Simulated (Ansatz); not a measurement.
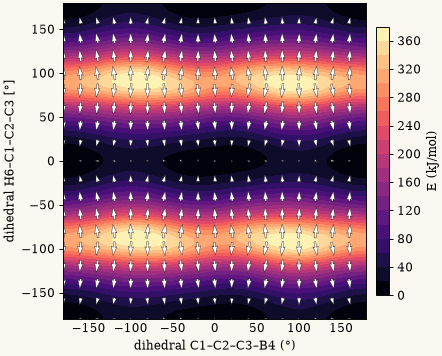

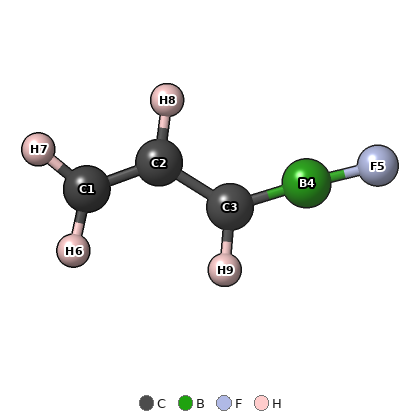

Energy landscape of C₃H₄BF, SMILES C=CC=BF. Coordinates scanned: (1) dihedral C1–C2–C3–B4; (2) dihedral H6–C1–C2–C3. Nothing is relaxed (all other coordinates rigid). The grid has 18 × 18 points; 319 points were computed and 5 follow by symmetry. Points are written as (first, second). Energies: kJ/mol, counted from the lowest grid point. The dihedral twists a double bond; near 90° a spin-restricted reference is unreliable. These are results of RKS PBE0-D4/def2-SVP in Ansatz 0.2.0, not measurements.

The picture shows filled contours, arrows along the force (downhill), their lengths compressed. Between grid points the surface is interpolated. The second picture is the structure at the lowest point.

Question: What does the map say about the system?

Answer: The lowest grid point is at (−180°, 0°); the map holds 2 wells of about this depth. The highest grid point, (−100°, 100°), lies 362 kJ/mol above the lowest. Round the minimum the two coordinates are nearly uncoupled.

The input of one point:

```yaml
crystal:
  periodic: [false, false, false]
  atoms:
    - { symbol: C, position_ang: [1.017048, -0.77085, -0.80745] }
    - { symbol: C, position_ang: [0.269609, -0.718009, 0.306201] }
    - { symbol: C, position_ang: [-0.666886, 0.322151, 0.713466] }
    - { symbol: B, position_ang: [-1.470235, 0.439187, 1.849306] }
    - { symbol: F, position_ang: [-2.23185, 0.609693, 2.86576] }
    - { symbol: H, position_ang: [0.992581, 0.016872, -1.568381] }
    - { symbol: H, position_ang: [1.684386, -1.61453, -0.994017] }
    - { symbol: H, position_ang: [0.358089, -1.551211, 1.012822] }
    - { symbol: H, position_ang: [-0.787768, 1.178601, 0.035238] }
basis:
  gaussian: { orbitals: def2-SVP }
hamiltonian:
  xc: pbe0
  dispersion: d4
output:
  forces: true
```

Each point was launched as `ansatz run input.yaml --threads 1 --pin off --max-ram 2560MiB --backend cpu --events-out ev --progress --plain --runs-dir out`. The whole map (319 points run) took 17 min on 1 thread of Arm Neoverse V1, with other jobs on the host.
